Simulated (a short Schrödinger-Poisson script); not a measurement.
System: gated Al0.33Ga0.67N/GaN polarisation-induced gas, at 77 K.

| layer | material | thickness (nm) | Na (cm⁻³) |
|---|---|---|---|
| 1 | Al0.33Ga0.67N | 25 | - |
| 2 | GaN | 6000 | 5e14 |

The device is made up for the run: typed textbook-type constants, with dimensions and the other settings drawn at random. Al0.33Ga0.67N: permittivity 9.3, conduction-band edge (eV) 0.462, gap (eV) 4.09, electron mass (mₑ) 0.24, Nv at 300 K (cm⁻³) 4.6e19. GaN: permittivity 9.5, conduction-band edge (eV) 0, gap (eV) 3.43, Nv at 300 K (cm⁻³) 4.6e19.

Channel valleys (confinement mass, in-plane density-of-states mass, number): Γ 0.2, 0.2, 1. At the gate the conduction-band edge of layer 1 lies 1.27 eV − eVg above the Fermi level of the channel; the field vanishes at the back. Sheet of polarisation charge: +1.6e13 e/cm² at 25 nm from the gate. The barrier under the gate holds no holes. Gaps are held at their typed values at every temperature. Mesh 0.08 nm at interfaces.

From a short Schrödinger-Poisson script (our own, NumPy): 1D Poisson equation in equilibrium, electrons quantum, Hartree plus LDA exchange-correlation (BenDaniel-Duke, 40 states a valley, the channel's in-plane mass for all, wave functions free to enter the barrier), parabolic valleys, classical holes, full ionisation, no traps, pinning or gate leakage.

Only gate voltages with over 1e8 electrons/cm² are shown.

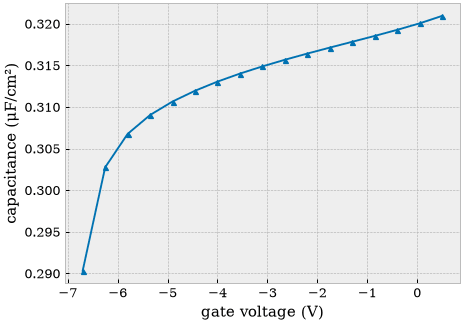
Quasi-static capacitance against gate voltage

| Vg (V) | electrons (cm⁻²) | in the channel layer | C (μF/cm²) | Γ E0 (meV) | Γ E1 (meV) |
|---|---|---|---|---|---|
| 0.5 | 1.45e13 | 1.31e13 | 0.321 | -158.1 | -13.9 |
| 0.05 | 1.36e13 | 1.24e13 | 0.320 | -149.3 | -11.7 |
| -0.4 | 1.27e13 | 1.16e13 | 0.319 | -140.4 | -9.5 |
| -0.85 | 1.18e13 | 1.09e13 | 0.319 | -131.4 | -7.3 |
| -1.3 | 1.09e13 | 1.02e13 | 0.318 | -122.3 | -5.2 |
| -1.75 | 9.97e12 | 9.39e12 | 0.317 | -113.0 | -3.0 |
| -2.2 | 9.08e12 | 8.61e12 | 0.316 | -103.7 | -0.7 |
| -2.65 | 8.20e12 | 7.81e12 | 0.316 | -94.2 | 1.6 |
| -3.1 | 7.31e12 | 7.01e12 | 0.315 | -84.6 | 4.2 |
| -3.55 | 6.43e12 | 6.20e12 | 0.314 | -74.9 | 7.0 |
| -4 | 5.55e12 | 5.38e12 | 0.313 | -65.0 | 10.1 |
| -4.45 | 4.67e12 | 4.55e12 | 0.312 | -55.0 | 13.5 |
| -4.9 | 3.79e12 | 3.72e12 | 0.311 | -44.9 | 17.2 |
| -5.35 | 2.92e12 | 2.88e12 | 0.309 | -34.7 | 20.7 |
| -5.8 | 2.06e12 | 2.04e12 | 0.307 | -24.3 | 23.9 |
| -6.25 | 1.20e12 | 1.19e12 | 0.303 | -13.4 | 26.3 |
| -6.7 | 3.66e11 | 3.65e11 | 0.290 | 0.6 | 29.3 |

Subbands count from the Fermi level.
